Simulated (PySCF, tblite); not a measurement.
**C₅H₅N₃OSi: geometry, infrared bands and NMR shifts**

Aim: predict the infrared bands and NMR shifts of C₅H₅N₃OSi (`C/C(C#N)=N\[Si@H](C#N)C=O`).

The runs use tblite 0.8.0 and PySCF 2.14.0, with density-fitted response routines of our own; the level of theory stands in each step. All values are computed, except where a source is named. Atoms count from 0, in the outputs and in this text.

### 1 Starting geometry

15 atoms, charge 0, multiplicity 1; geometry from: force field or distance geometry start.

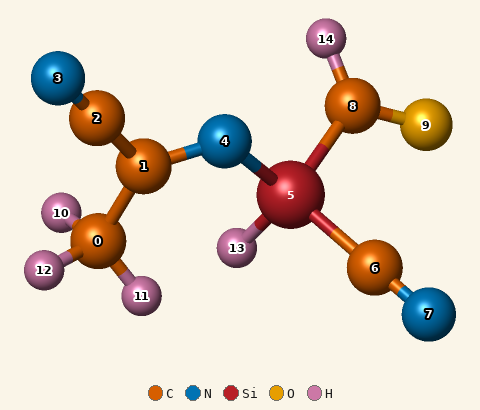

As it starts; carbon orange, nitrogen blue, silicon red, oxygen amber, hydrogen pink, atoms numbered.

### 2 Optimising the geometry with GFN2-xTB

The job: settings as JSON, then the geometry in Å.

```
{"job": {"kind": "relax", "xc": "GFN2-xTB", "basis": "xTB"}, "charge": 0, "multiplicity": 1}
C     -1.803300    -0.790300     0.329300
C     -1.374800     0.462500    -0.314700
C     -2.366900     1.356600    -0.834100
N     -3.188000     2.083200    -1.271700
N     -0.145100     0.829600    -0.428300
Si     1.195600    -0.180500     0.170100
C      1.878200     0.502700     1.716700
N      2.310700     0.957100     2.716100
C      2.545400    -0.090500    -1.085400
O      3.681300    -0.157600    -0.676800
H     -1.868400    -1.584100    -0.470600
H     -1.170800    -1.140500     1.146200
H     -2.850200    -0.701700     0.721500
H      0.798000    -1.570900     0.408000
H      2.353800     0.032400    -2.148200
```

Started as:

```sh
$ OMP_NUM_THREADS=1 python probes_run.py task.json out
```

This one command runs all jobs of the session in turn.

Standard output:

```text
step      E/eV     max force
  0    -752.45432    4.892
  1    -751.63974   16.609
  2    -752.76437    1.706
  3    -752.78535    1.647
  4    -752.80981    1.357
  5    -752.82865    0.859
  6    -752.84727    0.483
  7    -752.87090    0.663
  8    -752.88359    0.451
  9    -752.90119    0.344
 10    -752.91736    0.341
 11    -752.92956    0.319
 12    -752.94451    0.337
 13    -752.95617    0.280
 14    -752.96516    0.195
 15    -752.97316    0.283
 16    -752.98257    0.315
 17    -752.99204    0.345
 18    -752.99893    0.211
 19    -753.00307    0.190
 20    -753.00648    0.171
 21    -753.01020    0.169
 22    -753.01371    0.135
 23    -753.01677    0.137
 24    -753.01962    0.163
 25    -753.02311    0.183
 26    -753.02760    0.183
 27    -753.03248    0.166
 28    -753.03713    0.170
 29    -753.04144    0.187
 30    -753.04538    0.199
 31    -753.04941    0.202
 32    -753.05335    0.180
 33    -753.05669    0.169
 34    -753.05958    0.157
 35    -753.06211    0.140
 36    -753.06408    0.122
 37    -753.06551    0.095
 38    -753.06654    0.092
 39    -753.06752    0.189
 40    -753.06862    0.114
 41    -753.07015    0.091
 42    -753.07073    0.085
 43    -753.07200    0.100
 44    -753.07310    0.140
 45    -753.07426    0.094
 46    -753.07523    0.087
 47    -753.07636    0.101
 48    -753.07740    0.167
 49    -753.07838    0.162
 50    -753.07928    0.137
 51    -753.08046    0.126
 52    -753.08216    0.150
 53    -753.08445    0.149
 54    -753.08649    0.142
 55    -753.08697    0.344
 56    -753.08877    0.482
 57    -753.09102    0.179
 58    -753.09376    0.112
 59    -753.09608    0.215
 60    -753.09754    0.169
 61    -753.09941    0.092
 62    -753.10129    0.260
 63    -753.10319    0.255
 64    -753.10545    0.186
 65    -753.10741    0.194
 66    -753.10868    0.208
 67    -753.11007    0.173
 68    -753.11213    0.197
 69    -753.11464    0.101
 70    -753.11546    0.495
 71    -753.11804    0.165
 72    -753.11922    0.108
 73    -753.12117    0.201
 74    -753.12203    0.093
 75    -753.12308    0.105
 76    -753.12470    0.098
 77    -753.12538    0.075
 78    -753.12593    0.062
 79    -753.12615    0.060
 80    -753.12633    0.036
 81    -753.12653    0.077
 82    -753.12678    0.055
 83    -753.12709    0.053
 84    -753.12753    0.054
 85    -753.12778    0.057
 86    -753.12822    0.058
 87    -753.12862    0.057
 88    -753.12908    0.076
 89    -753.12950    0.047
 90    -753.12971    0.156
 91    -753.13015    0.047
 92    -753.13040    0.040
 93    -753.13073    0.046
 94    -753.13093    0.048
 95    -753.13121    0.047
 96    -753.13144    0.032
 97    -753.13156    0.025
 98    -753.13165    0.030
 99    -753.13176    0.034
100    -753.13191    0.056
101    -753.13209    0.058
102    -753.13233    0.069
103    -753.13256    0.045
104    -753.13277    0.072
105    -753.13286    0.026
106    -753.13292    0.043
107    -753.13298    0.022
108    -753.13307    0.024
109    -753.13333    0.037
110    -753.13359    0.038
111    -753.13388    0.042
112    -753.13408    0.030
113    -753.13423    0.030
114    -753.13439    0.027
115    -753.13463    0.024
116    -753.13484    0.025
117    -753.13496    0.027
118    -753.13504    0.027
119    -753.13513    0.029
120    -753.13530    0.026
121    -753.13544    0.027
122    -753.13559    0.023
123    -753.13569    0.028
124    -753.13582    0.036
125    -753.13597    0.051
126    -753.13617    0.070
127    -753.13631    0.054
128    -753.13643    0.041
129    -753.13647    0.028
130    -753.13650    0.019
131    -753.13653    0.020
132    -753.13657    0.021
133    -753.13662    0.022
134    -753.13669    0.024
135    -753.13677    0.023
136    -753.13684    0.016
137    -753.13688    0.011
138    -753.13691    0.013
139    -753.13693    0.012
140    -753.13695    0.022
141    -753.13699    0.014
142    -753.13708    0.021
143    -753.13720    0.031
144    -753.13735    0.035
145    -753.13750    0.029
146    -753.13761    0.026
147    -753.13758    0.111
148    -753.13768    0.016
149    -753.13769    0.008
```

Run time: 4.2 s. Hardware: 1 thread of Intel Xeon at 2.50GHz, shared host; peak memory 0.18 GiB.

Along the way: (not every step is listed) (the energy doesn't fall at every step)

```csv
step,energy from step 0 (eV),largest force (eV/Å)
0,0.0000,4.8920
1,0.8146,16.6086
2,-0.3100,1.7057
3,-0.3310,1.6467
4,-0.3555,1.3565
5,-0.3743,0.8585
6,-0.3929,0.4830
7,-0.4166,0.6632
8,-0.4293,0.4514
21,-0.5559,0.1690
34,-0.6053,0.1569
47,-0.6220,0.1009
60,-0.6432,0.1694
73,-0.6668,0.2005
86,-0.6739,0.0581
99,-0.6774,0.0336
112,-0.6798,0.0302
125,-0.6816,0.0512
138,-0.6826,0.0128
144,-0.6830,0.0347
145,-0.6832,0.0294
146,-0.6833,0.0261
147,-0.6833,0.1111
148,-0.6834,0.0161
149,-0.6834,0.0081
```

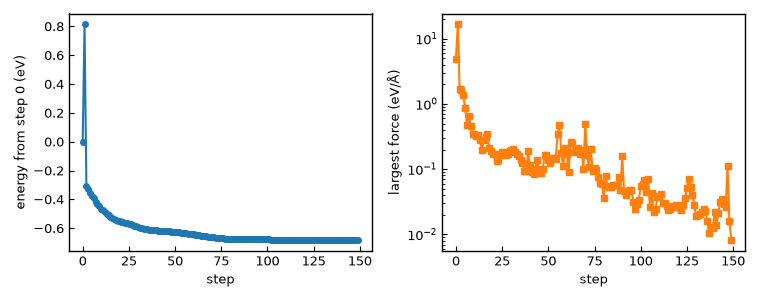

Energy and force, step by step.

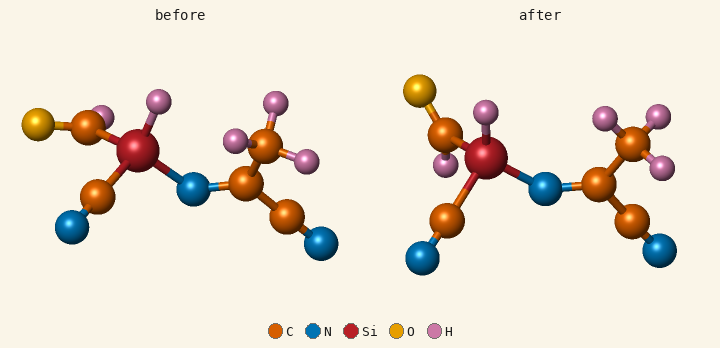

The geometry before (left) and after (right).

Distances of close pairs at the start and the end, largest changes first:

```csv
bond,before (Å),after (Å),change (Å)
N4–Si5,1.782,1.702,-0.080
Si5–C8,1.846,1.923,+0.078
Si5–C6,1.823,1.868,+0.045
C0–H10,1.129,1.090,-0.038
C6–N7,1.180,1.144,-0.036
C2–N3,1.181,1.145,-0.036
C0–H12,1.121,1.090,-0.032
C1–N4,1.288,1.262,-0.026
```

The end geometry stands in the next job.

### 3 Infrared spectrum with GFN2-xTB

The job: settings as JSON, then the geometry in Å.

```
{"job": {"kind": "ir", "xc": "GFN2-xTB", "basis": "xTB"}, "charge": 0, "multiplicity": 1}
C     -2.062003    -0.969992     0.115281
C     -1.325061     0.285274    -0.225726
C     -2.141139     1.318734    -0.787164
N     -2.808792     2.132258    -1.238153
N     -0.094458     0.522200    -0.076699
Si     1.320354    -0.260392     0.453806
C      1.961674     0.943036     1.730465
N      2.373461     1.652453     2.528076
C      2.480555    -0.088282    -1.070702
O      3.223268    -0.962823    -1.423553
H     -2.506084    -1.390885    -0.787263
H     -1.389266    -1.694178     0.566739
H     -2.875254    -0.741871     0.804185
H      1.381326    -1.613070     1.005907
H      2.457005     0.875527    -1.617110
```

Standard output:

```text
mode    cm-1     km/mol
  1      30.5      2.62
  2      44.1      6.84
  3      55.7      5.28
  4      72.0      9.80
  5      95.0      2.26
  6     112.9      5.59
  7     150.0      4.36
  8     184.9      3.24
  9     191.2      8.57
 10     298.6     14.81
 11     316.8      4.54
 12     329.7      4.09
 13     352.7     18.19
 14     418.6      3.23
 15     535.8     18.01
 16     563.8      1.36
 17     609.9     24.82
 18     638.3    101.64
 19     660.3    103.02
 20     684.0     17.20
 21     726.4     33.10
 22     778.2     88.81
 23     911.5     52.55
 24     978.9     12.19
 25    1032.9     24.36
 26    1195.4     53.43
 27    1333.5     64.06
 28    1370.7     36.68
 29    1440.6      6.77
 30    1446.7     23.93
 31    1694.6     71.24
 32    1762.4    415.11
 33    2266.2    244.84
 34    2358.6     73.51
 35    2368.0    122.57
 36    2729.0    111.43
 37    3004.0      1.88
 38    3018.4      0.75
 39    3055.6     16.79
```

It took 2.4 s on 1 thread of Intel Xeon at 2.50GHz, shared host; peak memory 0.18 GiB.

The strongest bands and the atoms that carry them (share of the mass-weighted mode):

```csv
cm⁻¹,km/mol,atoms
638,101.6,"H13 75 %, Si5 13 %"
660,103.0,"H13 50 %, Si5 22 %"
778,88.8,"H14 46 %, C8 31 %"
1762,415.1,"C8 55 %, O9 40 %"
2266,244.8,H13 97 %
2359,73.5,"C6 56 %, N7 41 %"
2368,122.6,"C2 57 %, N3 39 %"
2729,111.4,H14 94 %
```

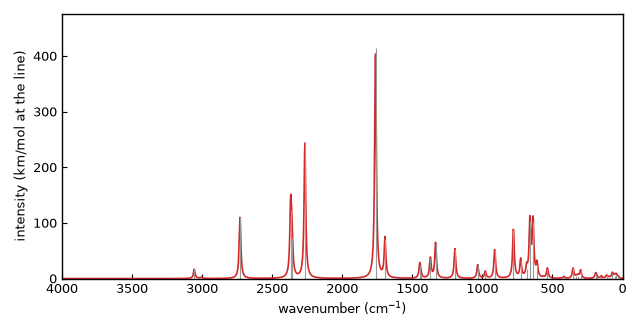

The infrared spectrum from these modes, unscaled. Lines are broadened to a width of 14 cm⁻¹ (Lorentzian).

### 4 Shielding tensors: PBE0/pcSseg-1

The job, as its differences from that of step 3:

```diff
@@ -1,2 +1,2 @@
-{"job": {"kind": "ir", "xc": "GFN2-xTB", "basis": "xTB"}, "charge": 0, "multiplicity": 1}
+{"job": {"kind": "nmr", "xc": "PBE0", "basis": "pcSseg-1"}, "charge": 0, "multiplicity": 1}
 C     -2.062003    -0.969992     0.115281
```

Method: GIAO PBE0/pcSseg-1 NMR shielding, non-relativistic, gas phase.

Standard output:

```text
coarse grid: 14432 points
cycle   1  E = -721.5151336139  dE =  1.528e+00  |g| = 9.392e-01  |ddm| = 3.850e+00
cycle   2  E = -720.6347353453  dE =  8.804e-01  |g| = 2.237e+00  |ddm| = 2.265e+00
cycle   3  E = -721.6954444280  dE = -1.061e+00  |g| = 2.440e-01  |ddm| = 1.703e+00
cycle   4  E = -721.7043823184  dE = -8.938e-03  |g| = 1.583e-01  |ddm| = 3.692e-01
cycle   5  E = -721.7089996800  dE = -4.617e-03  |g| = 5.343e-02  |ddm| = 1.512e-01
cycle   6  E = -721.7096714182  dE = -6.717e-04  |g| = 1.050e-02  |ddm| = 4.972e-02
cycle   7  E = -721.7096856694  dE = -1.425e-05  |g| = 7.353e-03  |ddm| = 9.305e-03
cycle   8  E = -721.7096964728  dE = -1.080e-05  |g| = 1.672e-03  |ddm| = 4.680e-03
cycle   9  E = -721.7096970900  dE = -6.172e-07  |g| = 5.046e-04  |ddm| = 1.565e-03
final grid: 139016 points
cycle  10  E = -721.7761299418  dE = -1.984e-05  |g| = 1.071e-02  |ddm| = 3.361e-02
cycle  11  E = -721.7760739769  dE =  5.596e-05  |g| = 2.028e-02  |ddm| = 1.876e-02
cycle  12  E = -721.7761516590  dE = -7.768e-05  |g| = 2.380e-03  |ddm| = 1.253e-02
cycle  13  E = -721.7761528744  dE = -1.215e-06  |g| = 4.379e-04  |ddm| = 1.917e-03
cycle  14  E = -721.7761528984  dE = -2.407e-08  |g| = 2.838e-04  |ddm| = 4.493e-04
cycle  15  E = -721.7761529155  dE = -1.702e-08  |g| = 6.884e-05  |ddm| = 2.272e-04
cycle  16  E = -721.7761529164  dE = -9.625e-10  |g| = 2.357e-05  |ddm| = 5.857e-05
converged SCF energy = -721.7761529164

GIAO shielding tensors (ppm)
atom      isotropic    diamagn.    paramagn.     s11        s22        s33       span
  0 C      152.164     249.446     -97.283    128.332    139.022    189.137     60.805
  1 C       21.696     250.825    -229.129    -96.572     36.570    125.090    221.662
  2 C       67.396     261.532    -194.136    -50.129    -39.199    291.516    341.645
  3 N      -47.805     339.504    -387.310   -213.701   -173.265    243.550    457.251
  4 N     -124.912     333.979    -458.890   -487.743   -138.613    251.621    739.365
  5 Si     435.193     881.628    -446.434    375.905    434.913    494.762    118.858
  6 C       66.017     262.977    -196.960    -47.303    -41.042    286.395    333.698
  7 N      -99.538     337.306    -436.844   -305.592   -286.717    293.696    599.288
  8 C      -49.138     254.774    -303.912   -139.824    -92.427     84.839    224.663
  9 O     -613.153     396.114   -1009.267  -1670.637   -568.750    399.929   2070.566
 10 H       29.131      27.600       1.531     26.317     27.779     33.298      6.981
 11 H       29.716      30.703      -0.986     25.751     29.636     33.762      8.011
 12 H       29.018      27.200       1.818     26.306     27.818     32.931      6.626
 13 H       26.727      28.897      -2.170     23.808     25.314     31.059      7.251
 14 H       19.792      28.441      -8.649     15.098     20.649     23.628      8.531
```

Run time: 1.9 min. Hardware: 1 thread of Intel Xeon at 2.50GHz, shared host; peak memory 0.88 GiB.

The references, computed at this level on geometries of the same kind, shield at (ppm): ¹H TMS 31.72, ¹³C TMS 186.9, ²⁹Si TMS 349.2, ¹⁵N NH3 267.7, ¹⁷O H2O 336.1. Their shielding less the atom's gives the shift. The references are single molecules in the gas phase, so shifts against H2O, NH3, PH3, H3PO4 or CFCl3 are not on the usual liquid scales and can be off by tens of ppm. Atoms listed in one row are averaged.

```csv
atoms,environment,σ (ppm),δ (ppm),δ scaled to CDCl3
C8,carbonyl carbon,-49.1,236.1,228.5
C1,C=N carbon,21.7,165.2,159.3
C6,nitrile carbon,66.0,120.9,116.1
C2,nitrile carbon,67.4,119.5,114.7
C0,methyl carbon,152.2,34.8,32.0
H14,hydrogen on a carbonyl carbon,19.79,11.93,11.35
H13,"hydrogen on a silicon bonded to 2 C, N",26.73,4.99,–
"H10, H11, H12",hydrogen on a methyl carbon,29.29,2.43,2.39
N4,imine nitrogen,-124.9,392.6,–
N7,nitrile nitrogen,-99.5,367.3,–
N3,nitrile nitrogen,-47.8,315.5,–
Si5,"silicon bonded to 2 C, N, H",435.2,-86.0,–
O9,carbonyl oxygen,-613.2,949.2,–
```

The scaled column applies a straight-line fit of computed shieldings to shifts measured in CDCl3 (root-mean-square error 0.16 ppm for H, 1.9 ppm for C).

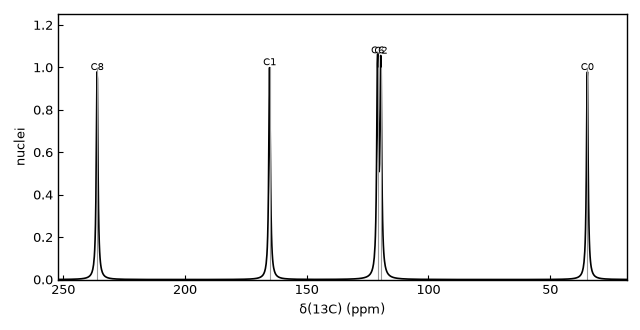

¹³C lines at the computed shifts, without couplings. Lines are broadened to a width of 0.81 ppm (Lorentzian).

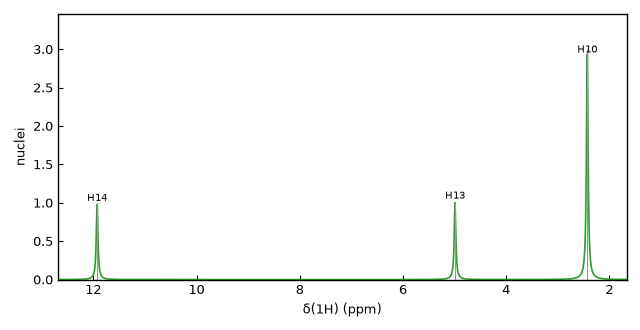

¹H lines at the computed shifts, without couplings. Lines are broadened to a width of 0.04 ppm (Lorentzian).

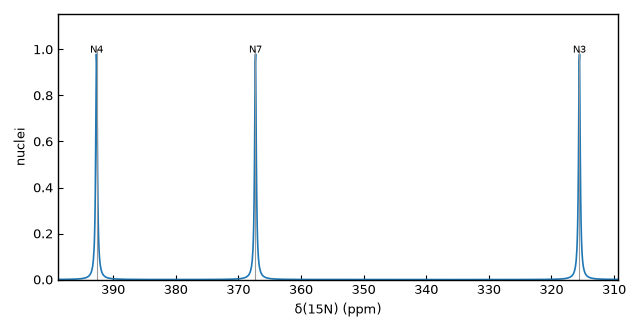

¹⁵N lines at the computed shifts, without couplings. Lines are broadened to a width of 0.31 ppm (Lorentzian).

The run also stored atomic charges by several schemes (e):

```csv
atoms,Mulliken,IAO,Hirshfeld,ESP fit
C0,-0.17,-0.45,-0.11,-0.52
C1,0.08,0.20,0.14,0.73
C2,0.14,0.13,0.09,0.14
N3,-0.21,-0.18,-0.17,-0.34
N4,-0.56,-0.52,-0.22,-0.70
Si5,0.90,0.98,0.43,0.51
C6,-0.19,-0.16,-0.03,0.18
N7,-0.19,-0.18,-0.18,-0.37
C8,-0.02,0.01,0.06,0.33
O9,-0.31,-0.33,-0.19,-0.39
```

IAO charges:

C0 -0.45; C1 0.20; C2 0.13; N3 -0.18; N4 -0.52; Si5 0.98; C6 -0.16; N7 -0.18; C8 0.01; O9 -0.33; H10 0.18; H11 0.16; H12 0.18; H13 -0.12; H14 0.12

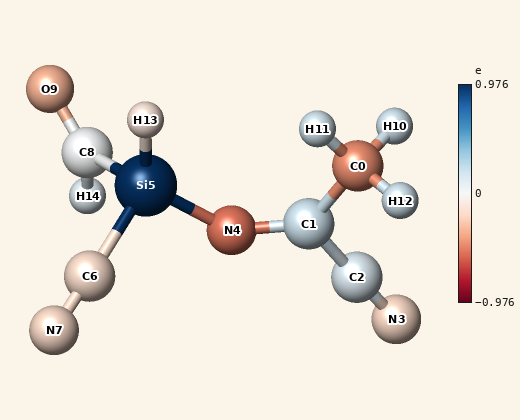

IAO charges, as colours on the atoms.

Mayer bond orders: C0–C1 1.03, C1–C2 0.96, C2–N3 3.00, C1–N4 1.89, N4–Si5 1.01, Si5–C6 0.82, C6–N7 2.92, Si5–C8 0.84, C8–O9 1.96.

### 5 Summary of results

| quantity | value |
| --- | --- |
| strongest single infrared mode (GFN2-xTB) | 1762 cm⁻¹, 415 km/mol |
| zero-point energy (GFN2-xTB) | 56.9 kcal/mol |
| ¹³C shifts against TMS (PBE0/pcSseg-1) | 236.1, 165.2, 120.9, 119.5, 34.8 ppm |
| ¹H shifts against TMS (PBE0/pcSseg-1, means over atoms taken as alike) | 11.93, 4.99, 2.43 ppm |
| ¹⁵N shifts against NH3 (PBE0/pcSseg-1) | 392.6, 367.3, 315.5 ppm |
| ²⁹Si shifts against TMS (PBE0/pcSseg-1) | -86.0 ppm |
| ¹⁷O shifts against H2O (PBE0/pcSseg-1) | 949.2 ppm |

**Reading.** The optimisation took 149 steps and gained 0.683 eV; among the close pairs (by a distance rule), N4–Si5 changed most, from 1.782 to 1.702 Å. No mode is imaginary among the 39: a minimum at this level. The strongest single mode, at 1762 cm⁻¹, moves mainly C8 and O9. GFN2-xTB is a fitted tight-binding method: band positions and strengths are rough. Its intensities can rank the bands wrongly. At PBE0/pcSseg-1: The largest span, 2071 ppm, is at O9, where the paramagnetic term is -1009 ppm.
